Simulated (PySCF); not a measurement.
Geometry relaxation, with input and output: SiF (charge +1) (part 1 of 2)

System: SiF, charge +1.
Method: UKS-m06l/ano-rcc-vdzp, optimize (PySCF 2.14.0).

Figures and captions count atoms from 1; the log counts them from 0 in places.

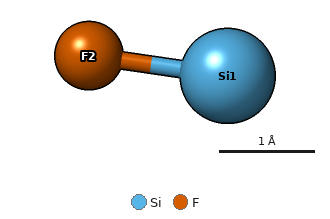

The structure as given in the input (ball-and-stick view, seen at an oblique angle; atoms are numbered from 1 in the order of the input). Bond lengths as drawn: F–Si 1.48 Å.

Input file:
```python
from pyscf import gto, dft
from pyscf.geomopt.geometric_solver import optimize

mol = gto.M(
    atom='Si 0 0 0; F 0 0 1.482',
    basis='ano-rcc-vdzp',
    charge=1,
    spin=0,
    symmetry=True,
    verbose=4,
)
mf = dft.UKS(mol, xc='m06l')
mf = mf.sfx2c1e()
mf = mf.density_fit(auxbasis='def2-universal-jkfit')
mf.grids.atom_grid = (99, 590)
mf.kernel()
g = mf.nuc_grad_method()
g.grid_response = True
mol_eq = optimize(g.as_scanner(), maxsteps=30)
print('optimised geometry (angstrom)')
print(mol_eq.tostring('raw'))
print('orbital energies (hartree):', [e[max(0, n-3):n+3].round(4) for e, n in zip(mf.mo_energy, mol.nelec)])
```

Machine: 1 CPU thread, shared host.

Command:
```bash
OMP_NUM_THREADS=1 python input.py
```

Log:
```
PySCF version 2.14.0

[INPUT] verbose = 4
[INPUT] num. atoms = 2
[INPUT] num. electrons = 22
[INPUT] charge = 1
[INPUT] spin (= nelec alpha-beta = 2S) = 0
[INPUT] symmetry True subgroup None
[INPUT] Mole.unit = angstrom
[INPUT] Symbol           X                Y                Z      unit          X                Y                Z       unit  Magmom
[INPUT]  1 Si     0.000000000000   0.000000000000   0.000000000000 AA    0.000000000000   0.000000000000   0.000000000000 Bohr   0.0
[INPUT]  2 F      0.000000000000   0.000000000000   1.482000000000 AA    0.000000000000   0.000000000000   2.800574116605 Bohr   0.0

nuclear repulsion = 44.9907750174899
point group symmetry = Coov
symmetry origin: [0.         0.         1.09587683]
symmetry axis x: [1. 0. 0.]
symmetry axis y: [0. 1. 0.]
symmetry axis z: [0. 0. 1.]
num. orbitals of irrep A1 = 14
num. orbitals of irrep E1x = 7
num. orbitals of irrep E1y = 7
num. orbitals of irrep E2x = 2
num. orbitals of irrep E2y = 2
number of shells = 6
number of NR pGTOs = 139
number of NR cGTOs = 32
basis = ano-rcc-vdzp
ecp = {}

******** <class 'pyscf.df.df_jk.DFsfX2C1eSymAdaptedUKS'> ********
method = DFsfX2C1eSymAdaptedUKS
initial guess = minao
damping factor = 0
level_shift factor = 0
DIIS = <class 'pyscf.scf.diis.CDIIS'>
diis_start_cycle = 1
diis_space = 8
diis_damp = 0
SCF conv_tol = 1e-09
SCF conv_tol_grad = None
SCF max_cycles = 50
direct_scf = False
number electrons alpha = 11  beta = 11
XC library pyscf.dft.libxc version 7.0.0
    S. Lehtola, C. Steigemann, M. J.T. Oliveira, and M. A.L. Marques.,  SoftwareX 7, 1–5 (2018)
XC functionals = m06l
    Y. Zhao and D. G. Truhlar.,  J. Chem. Phys. 125, 194101 (2006)
    Y. Zhao and D. G. Truhlar.,  J. Chem. Phys. 125, 194101 (2006)
    Y. Zhao and D. G. Truhlar.,  Theor. Chem. Acc. 120, 215 (2008)
radial grids:
    Treutler-Ahlrichs [JCP 102, 346 (1995); DOI:10.1063/1.469408] (M4) radial grids

becke partition: Becke, JCP 88, 2547 (1988); DOI:10.1063/1.454033
pruning grids: <function nwchem_prune>
grids dens level: 3
symmetrized grids: True
atomic radii adjust function: <function treutler_atomic_radii_adjust>
User specified grid scheme (99, 590)
small_rho_cutoff = 0

******** <class 'pyscf.x2c.sfx2c1e.SpinFreeX2CHelper'> ********
approx = 1e
xuncontract = 1
Freeze 0 electrons in irreps []
    22 free electrons in irreps A1 E1x E1y E2x E2y
Set gradient conv threshold to 3.16228e-05
tot grids = 62016
init E= -390.19050782529
alpha HOMO (A1) = -0.325946537375924  LUMO (E1x) = -0.108982462211963
beta  HOMO (A1) = -0.325946537375925  LUMO (E1x) = -0.108982462211964
  HOMO = -0.325946537376  LUMO = -0.108982462212  gap/eV = 5.90389
cycle= 1 E= -389.652839407834  delta_E= 0.538  |g|= 0.395  |ddm|= 1.17
alpha HOMO (A1) = -0.593318590877861  LUMO (E1x) = -0.409259190935217
beta  HOMO (A1) = -0.593318590877861  LUMO (E1x) = -0.409259190935218
  HOMO = -0.593318590878  LUMO = -0.409259190935  gap/eV = 5.00851
cycle= 2 E= -389.12887633768  delta_E= 0.524  |g|= 1.25  |ddm|= 1.21
alpha HOMO (A1) = -0.637990214279605  LUMO (E1x) = -0.406760196609551
beta  HOMO (A1) = -0.637990214279604  LUMO (E1x) = -0.406760196609551
  HOMO = -0.63799021428  LUMO = -0.40676019661  gap/eV = 6.29209
cycle= 3 E= -389.729187210313  delta_E= -0.6  |g|= 0.0275  |ddm|= 0.858
alpha HOMO (A1) = -0.618946487663808  LUMO (E1x) = -0.387228709165324
beta  HOMO (A1) = -0.618946487663808  LUMO (E1x) = -0.387228709165324
  HOMO = -0.618946487664  LUMO = -0.387228709165  gap/eV = 6.30536
cycle= 4 E= -389.729448974371  delta_E= -0.000262  |g|= 0.00964  |ddm|= 0.0354
alpha HOMO (A1) = -0.61864657832058  LUMO (E1x) = -0.387160528295623
beta  HOMO (A1) = -0.618646578320578  LUMO (E1x) = -0.387160528295622
  HOMO = -0.618646578321  LUMO = -0.387160528296  gap/eV = 6.29906
cycle= 5 E= -389.729484474823  delta_E= -3.55e-05  |g|= 0.000902  |ddm|= 0.00891
alpha HOMO (A1) = -0.618463509350634  LUMO (E1x) = -0.386955829824099
beta  HOMO (A1) = -0.618463509350633  LUMO (E1x) = -0.3869558298241
  HOMO = -0.618463509351  LUMO = -0.386955829824  gap/eV = 6.29964
cycle= 6 E= -389.729484786734  delta_E= -3.12e-07  |g|= 5.73e-05  |ddm|= 0.000768
alpha HOMO (A1) = -0.618414380642752  LUMO (E1x) = -0.386906494255178
beta  HOMO (A1) = -0.618414380642752  LUMO (E1x) = -0.386906494255179
  HOMO = -0.618414380643  LUMO = -0.386906494255  gap/eV = 6.29965
cycle= 7 E= -389.729484787947  delta_E= -1.21e-09  |g|= 1.34e-05  |ddm|= 8.05e-05
alpha HOMO (A1) = -0.618415473177542  LUMO (E1x) = -0.386907435603028
beta  HOMO (A1) = -0.618415473177544  LUMO (E1x) = -0.386907435603028
  HOMO = -0.618415473178  LUMO = -0.386907435603  gap/eV = 6.29965
cycle= 8 E= -389.729484788037  delta_E= -9.05e-11  |g|= 1.22e-06  |ddm|= 1.53e-05
alpha HOMO (A1) = -0.618415442854923  LUMO (E1x) = -0.386907426282839
beta  HOMO (A1) = -0.618415442854923  LUMO (E1x) = -0.386907426282839
  HOMO = -0.618415442855  LUMO = -0.386907426283  gap/eV = 6.29965
Extra cycle  E= -389.729484788036  delta_E= 1.71e-12  |g|= 2.71e-06  |ddm|= 3.19e-06
converged SCF energy = -389.729484788036  <S^2> = 1.5987212e-14  2S+1 = 1
Create scanner for <class 'pyscf.df.grad.uks.Gradients'>
Create scanner for <class 'pyscf.df.df_jk.DFsfX2C1eSymAdaptedUKS'>
input.py

Current date and time:

#|     Arguments passed to driver run_optimizer():      |#
customengine              <pyscf.geomopt.geometric_solver.PySCFEngine object>
logIni                    [file]
maxiter                   30
----------------------------------------------------------
Custom engine selected.
Bonds will be generated from interatomic distances less than 1.20 times sum of covalent radii
6 internal coordinates being used (instead of 6 Cartesians)
Internal coordinate system (atoms numbered from 1):
Distance 1-2
Translation-X 1-2
Translation-Y 1-2
Translation-Z 1-2
Rotation-A 1-2
Rotation-B 1-2
Rotation-C 1-2
<class 'geometric.internal.Distance'> : 1
<class 'geometric.internal.TranslationX'> : 1
<class 'geometric.internal.TranslationY'> : 1
<class 'geometric.internal.TranslationZ'> : 1
<class 'geometric.internal.RotationA'> : 1
<class 'geometric.internal.RotationB'> : 1
<class 'geometric.internal.RotationC'> : 1
> ===== Optimization Info: ====
> Job type: Energy minimization
> Maximum number of optimization cycles: 30
> Initial / maximum trust radius (Angstrom): 0.100 / 0.300
> Convergence Criteria:
> Will converge when all 5 criteria are reached:
>  |Delta-E| < 1.00e-06
>  RMS-Grad  < 3.00e-04
>  Max-Grad  < 4.50e-04
>  RMS-Disp  < 1.20e-03
>  Max-Disp  < 1.80e-03
> === End Optimization Info ===

Geometry optimization cycle 1
Cartesian coordinates (Angstrom)
 Atom        New coordinates             dX        dY        dZ
  Si   0.000000   0.000000   0.000000    0.000000  0.000000  0.000000
   F   0.000000   0.000000   1.482000    0.000000  0.000000 -0.000000

WARN: Mole.unit (angstrom) is changed to Bohr

New geometry
   1 Si     0.000000000000   0.000000000000   0.000000000000 AA    0.000000000000   0.000000000000   0.000000000000 Bohr
   2 F      0.000000000000   0.000000000000   1.482000000000 AA    0.000000000000   0.000000000000   2.800574116605 Bohr

******** <class 'pyscf.scf.hf.DFsfX2C1eSymAdaptedUKS_Scanner'> ********
method = DFsfX2C1eSymAdaptedUKS_Scanner
initial guess = minao
damping factor = 0
level_shift factor = 0
DIIS = <class 'pyscf.scf.diis.CDIIS'>
diis_start_cycle = 1
diis_space = 8
diis_damp = 0
SCF conv_tol = 1e-09
SCF conv_tol_grad = None
SCF max_cycles = 50
direct_scf = False
number electrons alpha = 11  beta = 11
XC library pyscf.dft.libxc version 7.0.0
    S. Lehtola, C. Steigemann, M. J.T. Oliveira, and M. A.L. Marques.,  SoftwareX 7, 1–5 (2018)
XC functionals = m06l
    Y. Zhao and D. G. Truhlar.,  J. Chem. Phys. 125, 194101 (2006)
    Y. Zhao and D. G. Truhlar.,  J. Chem. Phys. 125, 194101 (2006)
    Y. Zhao and D. G. Truhlar.,  Theor. Chem. Acc. 120, 215 (2008)
radial grids:
    Treutler-Ahlrichs [JCP 102, 346 (1995); DOI:10.1063/1.469408] (M4) radial grids

becke partition: Becke, JCP 88, 2547 (1988); DOI:10.1063/1.454033
pruning grids: <function nwchem_prune>
grids dens level: 3
symmetrized grids: True
atomic radii adjust function: <function treutler_atomic_radii_adjust>
User specified grid scheme (99, 590)
small_rho_cutoff = 0

******** <class 'pyscf.x2c.sfx2c1e.SpinFreeX2CHelper'> ********
approx = 1e
xuncontract = 1
Freeze 0 electrons in irreps []
    22 free electrons in irreps A1 E1x E1y E2x E2y
Set gradient conv threshold to 3.16228e-05
tot grids = 62016
init E= -389.729484788039
alpha HOMO (A1) = -0.618415386940129  LUMO (E1x) = -0.386907484154593
beta  HOMO (A1) = -0.618415386940127  LUMO (E1x) = -0.386907484154593
  HOMO = -0.61841538694  LUMO = -0.386907484155  gap/eV = 6.29965
cycle= 1 E= -389.729484788034  delta_E= 5.46e-12  |g|= 5.95e-06  |ddm|= 5.99e-06
alpha HOMO (A1) = -0.618415648043371  LUMO (E1x) = -0.386907442466312
beta  HOMO (A1) = -0.618415648043368  LUMO (E1x) = -0.386907442466312
  HOMO = -0.618415648043  LUMO = -0.386907442466  gap/eV = 6.29966
Extra cycle  E= -389.729484787984  delta_E= 5.04e-11  |g|= 1.29e-05  |ddm|= 1.27e-05
converged SCF energy = -389.729484787984  <S^2> = -3.5527137e-15  2S+1 = 1

******** <class 'pyscf.grad.rhf.Gradients_Scanner'> for <class 'pyscf.scf.hf.DFsfX2C1eSymAdaptedUKS_Scanner'> ********
unit = Eh/Bohr
grid_response = True
--------------- DFsfX2C1eSymAdaptedUKS_Scanner gradients ---------------
         x                y                z
0 Si     0.0000000000     0.0000000000     0.0990041924
1 F     0.0000000000     0.0000000000    -0.0990041924
----------------------------------------------
cycle 1: E = -389.729484788  dE = -389.729  norm(grad) = 0.140013
Step    0 : Gradient = 9.900e-02/9.900e-02 (rms/max) Energy = -389.7294847880
Hessian Eigenvalues: 5.00000e-02 5.00000e-02 5.00000e-02 ... 5.00000e-02 5.00000e-02 8.29605e-01

Geometry optimization cycle 2
Cartesian coordinates (Angstrom)
 Atom        New coordinates             dX        dY        dZ
  Si   0.000000   0.000000  -0.031576    0.000000  0.000000 -0.031576
   F   0.000000   0.000000   1.513576    0.000000  0.000000  0.031576
New geometry
   1 Si     0.000000000000   0.000000000000  -0.031575726725 AA    0.000000000000   0.000000000000  -0.059669475694 Bohr
   2 F      0.000000000000   0.000000000000   1.513575726728 AA    0.000000000000   0.000000000000   2.860243592305 Bohr

******** <class 'pyscf.scf.hf.DFsfX2C1eSymAdaptedUKS_Scanner'> ********
method = DFsfX2C1eSymAdaptedUKS_Scanner
initial guess = minao
damping factor = 0
level_shift factor = 0
DIIS = <class 'pyscf.scf.diis.CDIIS'>
diis_start_cycle = 1
diis_space = 8
diis_damp = 0
SCF conv_tol = 1e-09
SCF conv_tol_grad = None
SCF max_cycles = 50
direct_scf = False
number electrons alpha = 11  beta = 11
XC library pyscf.dft.libxc version 7.0.0
    S. Lehtola, C. Steigemann, M. J.T. Oliveira, and M. A.L. Marques.,  SoftwareX 7, 1–5 (2018)
XC functionals = m06l
    Y. Zhao and D. G. Truhlar.,  J. Chem. Phys. 125, 194101 (2006)
    Y. Zhao and D. G. Truhlar.,  J. Chem. Phys. 125, 194101 (2006)
    Y. Zhao and D. G. Truhlar.,  Theor. Chem. Acc. 120, 215 (2008)
radial grids:
    Treutler-Ahlrichs [JCP 102, 346 (1995); DOI:10.1063/1.469408] (M4) radial grids

becke partition: Becke, JCP 88, 2547 (1988); DOI:10.1063/1.454033
pruning grids: <function nwchem_prune>
grids dens level: 3
symmetrized grids: True
atomic radii adjust function: <function treutler_atomic_radii_adjust>
User specified grid scheme (99, 590)
small_rho_cutoff = 0

******** <class 'pyscf.x2c.sfx2c1e.SpinFreeX2CHelper'> ********
approx = 1e
xuncontract = 1
Freeze 0 electrons in irreps []
    22 free electrons in irreps A1 E1x E1y E2x E2y
Set gradient conv threshold to 3.16228e-05
tot grids = 62016
init E= -389.712209205257
alpha HOMO (A1) = -0.62528167798412  LUMO (E1x) = -0.398239078944736
beta  HOMO (A1) = -0.625281677984122  LUMO (E1x) = -0.398239078944737
  HOMO = -0.625281677984  LUMO = -0.398239078945  gap/eV = 6.17814
cycle= 1 E= -389.736856012371  delta_E= -0.0246  |g|= 0.0105  |ddm|= 0.0684
alpha HOMO (A1) = -0.621794362231001  LUMO (E1x) = -0.393467117808828
beta  HOMO (A1) = -0.621794362230999  LUMO (E1x) = -0.393467117808827
  HOMO = -0.621794362231  LUMO = -0.393467117809  gap/eV = 6.21310
cycle= 2 E= -389.736888635089  delta_E= -3.26e-05  |g|= 0.00965  |ddm|= 0.0305
alpha HOMO (A1) = -0.621661686405979  LUMO (E1x) = -0.393296903016163
beta  HOMO (A1) = -0.621661686405979  LUMO (E1x) = -0.393296903016163
  HOMO = -0.621661686406  LUMO = -0.393296903016  gap/eV = 6.21412
cycle= 3 E= -389.736916873793  delta_E= -2.82e-05  |g|= 0.00735  |ddm|= 0.0142
alpha HOMO (A1) = -0.621317170650576  LUMO (E1x) = -0.393274734930454
beta  HOMO (A1) = -0.621317170650576  LUMO (E1x) = -0.393274734930455
  HOMO = -0.621317170651  LUMO = -0.39327473493  gap/eV = 6.20535
cycle= 4 E= -389.736937125878  delta_E= -2.03e-05  |g|= 0.000494  |ddm|= 0.00502
alpha HOMO (A1) = -0.621315087036159  LUMO (E1x) = -0.393258746896676
beta  HOMO (A1) = -0.62131508703616  LUMO (E1x) = -0.393258746896677
  HOMO = -0.621315087036  LUMO = -0.393258746897  gap/eV = 6.20573
cycle= 5 E= -389.736937225251  delta_E= -9.94e-08  |g|= 2.45e-05  |ddm|= 0.000409
alpha HOMO (A1) = -0.621330817776923  LUMO (E1x) = -0.393271985751098
beta  HOMO (A1) = -0.621330817776924  LUMO (E1x) = -0.393271985751099
  HOMO = -0.621330817777  LUMO = -0.393271985751  gap/eV = 6.20580
cycle= 6 E= -389.736937225732  delta_E= -4.81e-10  |g|= 3.9e-06  |ddm|= 4.91e-05
alpha HOMO (A1) = -0.621330918991887  LUMO (E1x) = -0.393272004509394
beta  HOMO (A1) = -0.621330918991884  LUMO (E1x) = -0.393272004509395
  HOMO = -0.621330918992  LUMO = -0.393272004509  gap/eV = 6.20580
Extra cycle  E= -389.736937225708  delta_E= 2.44e-11  |g|= 8.83e-06  |ddm|= 1.06e-05
converged SCF energy = -389.736937225708  <S^2> = 7.1054274e-15  2S+1 = 1

******** <class 'pyscf.grad.rhf.Gradients_Scanner'> for <class 'pyscf.scf.hf.DFsfX2C1eSymAdaptedUKS_Scanner'> ********
unit = Eh/Bohr
grid_response = True
--------------- DFsfX2C1eSymAdaptedUKS_Scanner gradients ---------------
         x                y                z
0 Si     0.0000000000     0.0000000000     0.0298149538
1 F     0.0000000000     0.0000000000    -0.0298149538
----------------------------------------------
cycle 2: E = -389.736937226  dE = -0.00745244  norm(grad) = 0.0421647
Step    1 : Displace = 3.158e-02/3.158e-02 (rms/max) Trust = 1.000e-01 (=) Grad = 2.981e-02/2.981e-02 (rms/max) E (change) = -389.7369372257 (-7.452e-03) Quality = 1.262
Hessian Eigenvalues: 5.00000e-02 5.00000e-02 5.00000e-02 ... 5.00000e-02 5.00000e-02 5.79771e-01

Geometry optimization cycle 3
Cartesian coordinates (Angstrom)
 Atom        New coordinates             dX        dY        dZ
  Si  -0.000000   0.000000  -0.045182   -0.000000  0.000000 -0.013607
   F  -0.000000   0.000000   1.527182   -0.000000  0.000000  0.013607
New geometry
   1 Si     0.000000000000   0.000000000000  -0.045182305617 AA    0.000000000000   0.000000000000  -0.085382183293 Bohr
   2 F      0.000000000000   0.000000000000   1.527182305619 AA    0.000000000000   0.000000000000   2.885956299901 Bohr
```
